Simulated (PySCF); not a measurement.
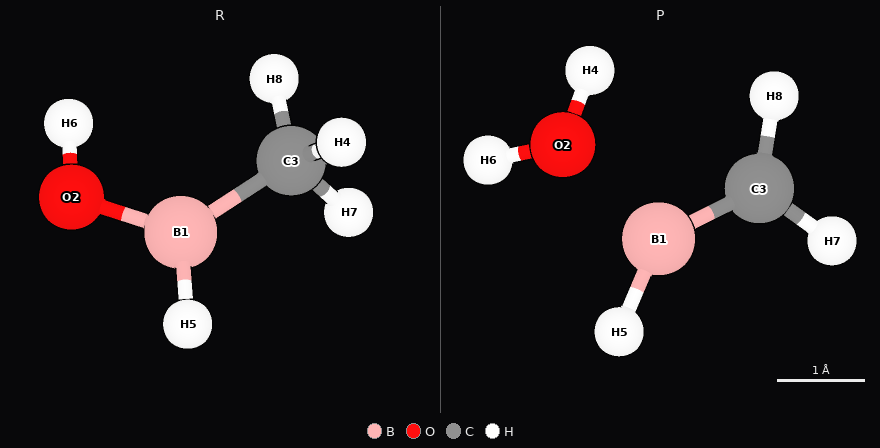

Reactant (R) and product (P) of one elementary step of CH$_{5}$BO. Style: ball-and-stick. Shown at a tilt.

Stationary points at PBE0-D4/def2-TZVP, single-point energies with CCSD(T)/CBS, B3LYP-D4, CCSD(T) (def2-TZVPP where no basis is named; PySCF 2.14.0). The energies are electronic, without zero-point or thermal terms, and both ends are the minima reached downhill from the saddle, with any fragments still in contact. CCSD(T)/CBS stands for a frozen-core estimate: MP2 correlation extrapolated from def2-TZVPP and def2-QZVPP, CCSD(T) minus MP2 from the smaller set.

R:
```xyz
8

B    -0.5339   -0.4527   -0.3271
O    -0.3907   -1.6623    0.2657
C     0.3467    0.7927    0.0239
H     0.8593    1.1524   -0.8751
H    -1.3985   -0.3955   -1.1580
H     0.3086   -1.6786    0.9257
H    -0.2910    1.6231    0.3460
H     1.0997    0.6210    0.7991
```

P:
```xyz
8

B    -0.5738    0.0047   -0.3089
O     0.4275   -1.2648   -0.2527
C     0.0088    1.2005    0.1634
H     1.2110   -0.9704    0.2330
H    -1.6054   -0.3937   -0.7523
H     0.0367   -2.0107    0.2188
H    -0.5340    2.1394    0.1633
H     1.0293    1.2951    0.5354
```

> Predict the saddle point between them and the barrier.

Counted by bonded pieces, R holds CH₅BO and P holds CH₃B + H₂O. From R over the saddle to P, a bond forms: O2–H4 (3.28 → 1.18 → 0.97 Å). Bonds break: B1–O2 (1.35 → 1.57 → 1.62 Å), C3–H4 (1.10 → 1.58 → 2.48 Å). The saddle has one imaginary mode, 1469i cm⁻¹. With CCSD(T)/CBS the barrier is 341.4 kJ/mol from R and 70.0 kJ/mol from P, and P lies 271.4 kJ/mol above R.

```tsv
level	barrier from R (kJ/mol)	barrier from P (kJ/mol)	P less R (kJ/mol)
CCSD(T)/CBS	341.4	70.0	271.4
B3LYP-D4	341.1	64.6	276.4
CCSD(T)	343.8	71.0	272.8
```

Against CCSD(T)/CBS, B3LYP-D4 comes closest on the barrier from R (−0.3 kJ/mol) and CCSD(T) misses most (+2.4 kJ/mol).

Saddle geometry:

```xyz
8

B    -0.6783   -0.1474   -0.2722
O     0.3159   -1.3595   -0.2473
C     0.0847    0.9798    0.2099
H     0.8260   -0.3013   -0.3421
H    -1.6717   -0.3262   -0.8980
H     0.4231   -1.7594    0.6248
H    -0.1657    2.0046   -0.0436
H     0.8661    0.9095    0.9685
```

The saddle point in the same view, with dashed sticks for the bonds that form or break:

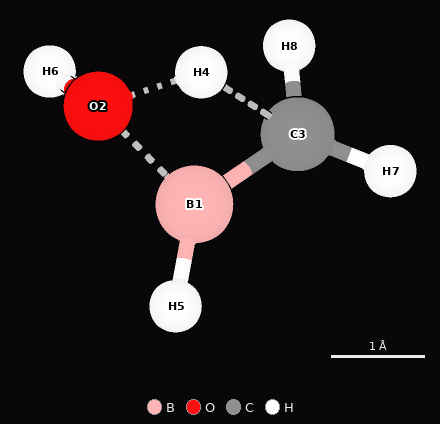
